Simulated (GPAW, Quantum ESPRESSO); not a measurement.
Consider LaGaO3 (Pm-3m).

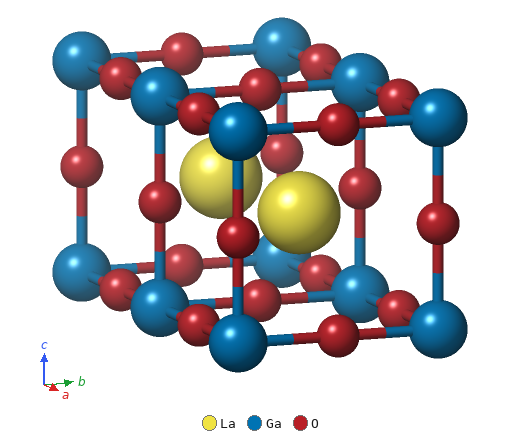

The structure (lanthanum yellow, gallium blue, oxygen red). 2×1×1 cells are drawn. Some periodic images of atoms are drawn too.

```
CELL_PARAMETERS angstrom
3.91346 0.00000 0.00000
0.00000 3.91346 0.00000
0.00000 0.00000 3.91346
ATOMIC_POSITIONS crystal
La 0.50000 0.50000 0.50000
Ga 0.00000 0.00000 0.00000
O 0.50000 0.00000 0.00000
O 0.00000 0.00000 0.50000
O 0.00000 0.50000 0.00000
```

Absorber: atom 3, with 2 Ga at 1.96 Å (linear, site symmetry 4/mmm). Method: Quantum ESPRESSO XSpectra, LDA, full core hole (charged cell), 20-atom cell with 6.8 Å between holes, 4×4×4 k points, dipole transitions, Lorentzian half width 0.3 eV up to 4 eV, rising linearly to 2.5 eV at 25 eV (counted from xe0, 1.5 eV below the zero used here), without spin-orbit coupling.

Q: Predict the near-edge structure at the O K edge.

Main maxima up to 24 eV above the zero (height): 1.2 eV (0.92), 2.9 eV (2.42), 8.2 eV (1.60) and 18.4 eV (0.64). A K edge sees empty p states on the absorber. The total-energy difference plus the lowest empty eigenvalue puts the zero at 534.62 eV. One term is added: -8.83 eV, since the hole is spin-paired here and a spin-polarised one costs that much less in the free atom (computed apart). The photon energy is then 525.79 eV. The functional and the charged cell's background leave an error in such absolute values: in the free atom LDA prices this hole 4.1 eV below PBE (computed apart), and PBE is itself good to a few eV.

The O K spectrum (energy from the lowest empty level; intensity scaled to a mean of 1 over the first 20 eV; the points at xe0, where the cut of filled states can leave a spike, are interpolated):

| E (eV) | intensity |
| --- | --- |
| -2.0 | 0.04 |
| -0.5 | 0.09 |
| 1.0 | 0.85 |
| 2.5 | 1.80 |
| 4.0 | 1.90 |
| 5.5 | 0.80 |
| 7.0 | 1.06 |
| 8.5 | 1.56 |
| 10.0 | 1.16 |
| 11.5 | 1.05 |
| 13.0 | 0.83 |
| 14.5 | 0.60 |
| 16.0 | 0.56 |
| 17.5 | 0.63 |
| 19.0 | 0.63 |
| 20.5 | 0.58 |
| 22.0 | 0.54 |
| 23.5 | 0.56 |
| 25.0 | 0.59 |
| 26.5 | 0.64 |
| 28.0 | 0.71 |
| 29.5 | 0.78 |
| 31.0 | 0.81 |

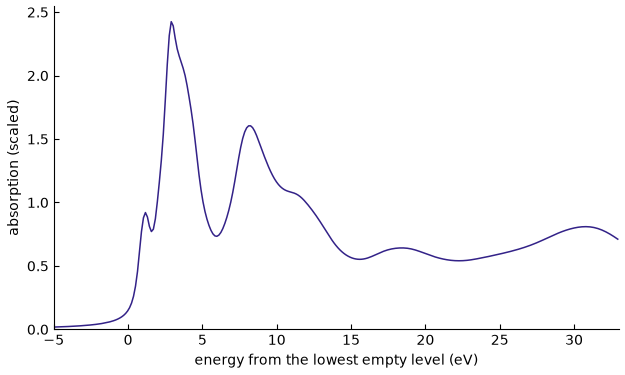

The O K edge.

Lifetime broadening is put in by hand, and intensities beyond about 20 eV depend on it and on the partial waves; weight that the partial waves miss at high energy is lost. The structure is a computed Materials Project entry and may be a hypothetical form.

[Banner, clock and machine lines of the logs are left out without a mark of their own.]

[Logs are printed without paths, hosts, clocks, repeated set-up lines and the standing remarks that a program may print on its own settings, such as how far it seeks lower states.]

[Hosts, paths, dates, database ids (printed as entryN), source tags and the programs' standing remarks are cut or masked in the printed files.]

[Lists of maxima count a maximum above −3 eV only where it reaches 4 % of the highest in the window and stands out from its surroundings by 2 % of it (1.5 % where it reaches 55 %); shoulders and weaker maxima are passed over, and of the rest the first, up to two pre-edge ones and the few strongest are named.]
